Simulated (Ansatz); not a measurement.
```xyz
10

Ge    0.4304   -0.0338   -0.2507
H    -1.0017    0.7255    3.3708
O     1.2431   -0.2694   -1.8165
H     2.1932   -0.4207   -1.7178
O    -0.9372    1.0089   -0.6617
H    -0.8783    1.2924   -1.5855
H    -0.0254   -1.3208    0.4254
O     1.5114    0.7630    0.9101
H     1.6339    1.7010    0.7032
H    -0.3726    0.7838    2.9804
```

The calculation used RKS r2SCAN-D4/def2-mTZVP in Ansatz 0.2.0.

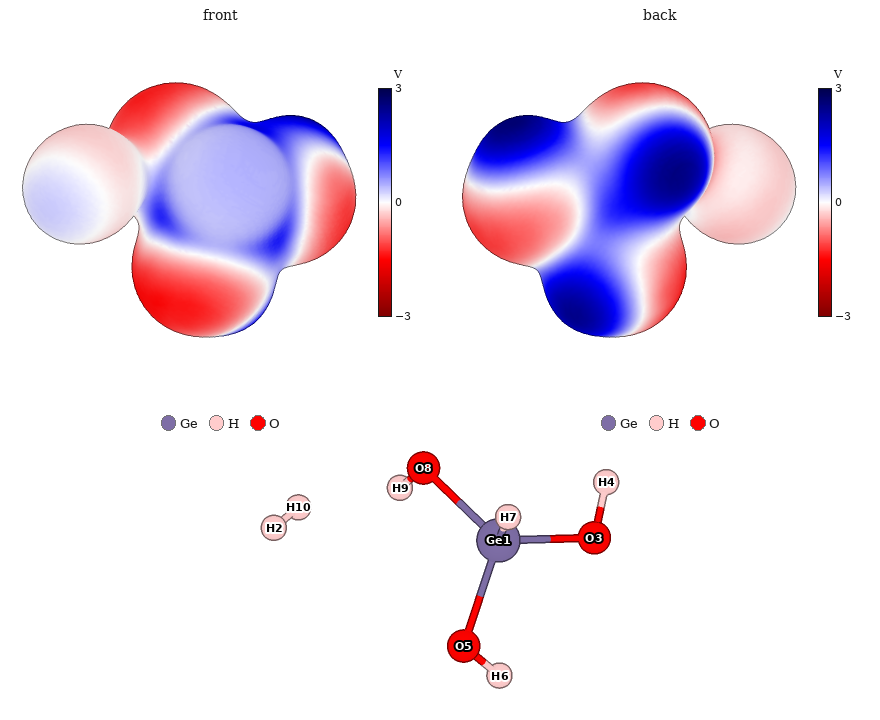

GeH4O3···H2. The molecular electrostatic potential painted on the density surface at 0.002 e/bohr³, seen from the front and from behind; red is negative and blue positive. The bare structure is drawn below in the same view.

Q: Describe the electrostatic potential map.

A: The most negative region (about −1.4 V) lies over O5, the most positive (about +2.6 V) over H4 and H9. O5 is the likeliest acceptor of a hydrogen bond.
